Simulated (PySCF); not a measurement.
Consider C₆H₁₁AlBF.

The calculation's input:

```
{"job": {"kind": "nmr", "xc": "PBE0", "basis": "pcSseg-1"}, "charge": 0, "multiplicity": 1}
C      3.671871     0.307180    -1.790850
C      2.768932     0.235626    -0.994600
B      1.640516     0.179083     0.019701
C      0.209444     0.085938    -0.511751
Al     0.698637    -1.890668    -0.761987
F      0.216197    -3.020468     0.342526
C     -1.007913     0.232202     0.396883
C     -1.296124     1.711017     0.661508
C     -2.229433    -0.447462    -0.217237
H      4.463026     0.373222    -2.481502
H      1.893787     0.122419     1.169787
H      0.022438     0.492162    -1.511611
H      1.425280    -2.478514    -1.964993
H     -0.788706    -0.252450     1.357201
H     -0.432327     2.189182     1.116227
H     -1.523183     2.225959    -0.270299
H     -2.147821     1.820505     1.330098
H     -2.499165     0.023821    -1.161144
H     -3.086414    -0.394316     0.451201
H     -2.004191    -1.503760    -0.411285
```

Run with:

```sh
OMP_NUM_THREADS=1 python probes_run.py task.json out
```

Geometry: GFN2-xTB.

Method: PBE0/pcSseg-1, SCF density, gas phase, non-relativistic (PySCF).

What will maps of the electron density and electron localisation function show?

Answer. C–C (1.21 Å): the density is about 2.8 e/Å³ at the midpoint; the ELF peaks at about 0.85 between the atoms; a short, multiple covalent bond.
C–B (1.52 Å): ρ is about 1.5 e/Å³ halfway; the ELF peaks at about 0.95 between the atoms: localised, covalent bonding.
C–H (1.05 Å): the density is about 2.1 e/Å³ at the midpoint; the ELF climbs to about 1 towards the hydrogen, as it does in any bond to H: an ordinary covalent bond to hydrogen.

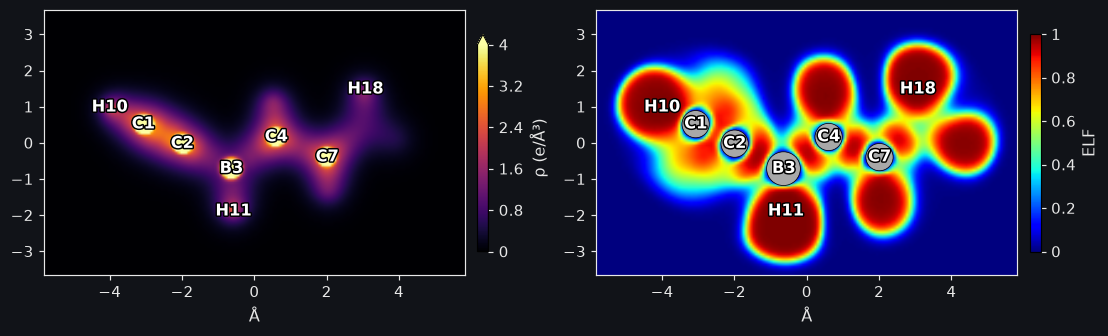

Computed electron density and electron localisation function on the plane of atoms C2, B3 and H11, in this order. Grey discs cover the atomic cores in the ELF map. 
